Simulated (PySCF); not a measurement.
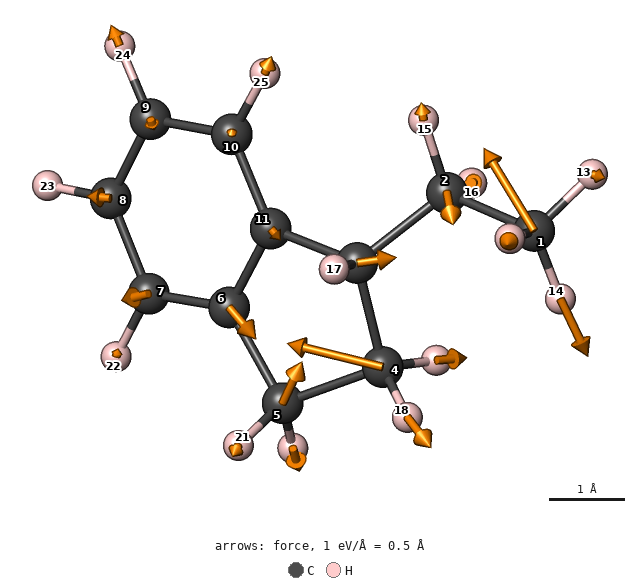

Starting geometry of C11H14 with the computed forces as orange arrows. A ball-and-stick model, seen at a tilt.

The start comes from GFN2-xTB. Its atoms were then displaced at random by about 0.01 Å.

Method: PySCF 2.14.0, density-fitted response routines, PBE0-D3(BJ)/def2-SVP geometry optimisation, gas phase. 

**What follows when this structure is relaxed?**

It isn't relaxed: the largest force vector, on C atoms, is 2.76 eV/Å. The final displacements have little in common with the starting forces (cosine between the two patterns 0.23). The largest move after the best rigid fit is that of an H atom, 0.16 Å. Largest moves by element: H 0.16 Å, C 0.07 Å. Some distances before and after: C–H 1.053 → 1.101 Å, C–C 1.573 → 1.535 Å, C–C 1.554 → 1.520 Å, C–H 1.073 → 1.104 Å. Among the angles between lasting bonds that change: C–C–H 106.6° → 111.4°, H–C–H 111.2° → 107.3°, H–C–H 110.5° → 107.4°. After 8 geometry steps the energy has fallen by 24.9 kJ/mol. The run took 2.2 min on 2 threads of Intel(R) Xeon(R) Platinum 8488C (shared host).
